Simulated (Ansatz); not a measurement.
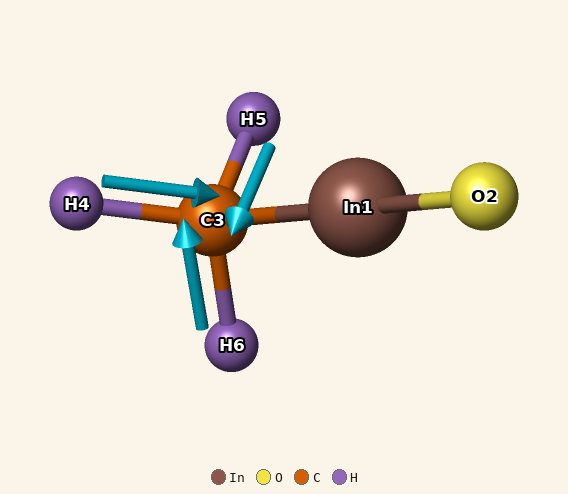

The arrows show one normal mode. Harmonic vibrations computed with RKS PBE0-D4/def2-TZVP, core potentials on In (Ansatz 0.2.0) at a stationary point of the same level.

What kind of motion is it?

Mostly in-phase stretching of 3 C–H bonds.

At what wavenumber does it lie?

3070 cm⁻¹; it is mode 10 of 12 counted from the lowest.
